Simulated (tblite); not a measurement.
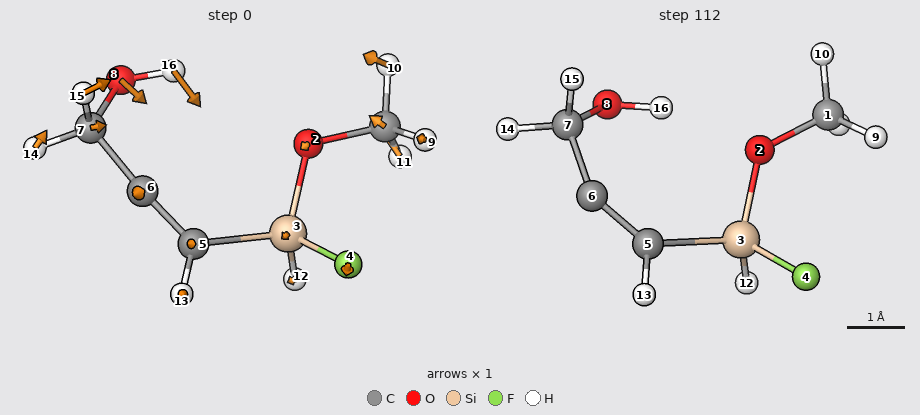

The structure of C4H8FO2Si (multiplicity 2) before (left) and after (right) a relaxation, at one scale. The orange arrows give the displacements, at their true length.

A ball-and-stick model, seen at a tilt.

All numbers below come from GFN2-xTB geometry optimisation, gas phase in tblite 0.8.0. 

Question: What changed between the two?

Answer: H16 moves most after the best rigid fit: 0.85 Å. Largest moves by element: H 0.85 Å, O 0.67 Å, C 0.37 Å, F 0.29 Å, Si 0.18 Å. Some distances before and after: Si3–C5 1.825 → 1.897 Å, O2–Si3 1.656 → 1.620 Å, Si3–H12 1.480 → 1.452 Å, C1–O2 1.432 → 1.406 Å. Bond angles that change, for instance: C5–C6–C7 174.9° → 141.7°, C1–O2–Si3 117.4° → 129.1°, Si3–C5–C6 120.6° → 128.8°. After 112 geometry steps the energy has fallen by 50.7 kJ/mol. The run took 0.67 s on 1 thread of Arm Neoverse V2, with other jobs on the host.
